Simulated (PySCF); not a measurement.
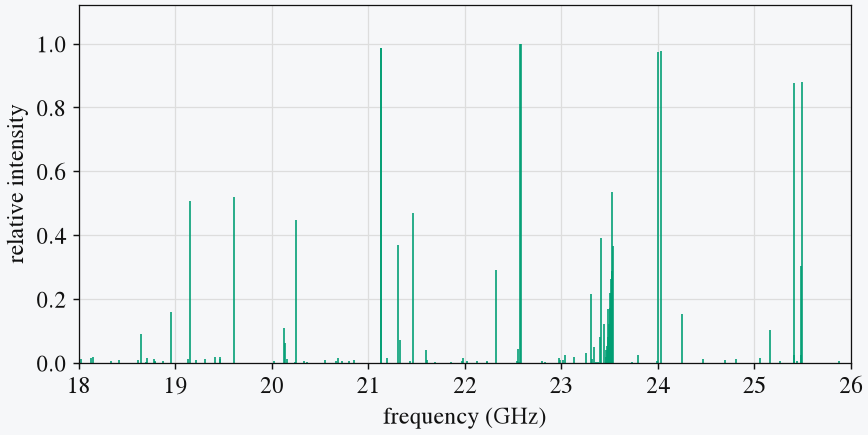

Simulated rotational absorption lines between 18 and 26 GHz at 1.5 K: rigid rotor with the equilibrium constants and dipole of one optimised conformer (PBE0-D3(BJ)/def2-SVP, PySCF 2.14.0), commonest isotopes; no centrifugal distortion, hyperfine structure, internal rotation or nuclear-spin weights; lines within 1 MHz of each other are summed.

Question: Which molecule gives this spectrum?
A. C₃H₂BBrF₂, SMILES FB(F)C1=C[C@H]1Br
B. C₃H₅ClSeSi, SMILES Cl[SiH2][Se]C1C=C1
C. C₃H₆BFO₂, SMILES C=COB(F)OC

Answer: Option A. Rotational constants A, B, C = 4.083, 0.7693, 0.6716 GHz, |μa|, |μb|, |μc| = 0.64, 2.27, 0.37 D.

Note: coarse grid, loose stop and no frequency check, small forces are noise and the end may be a saddle.
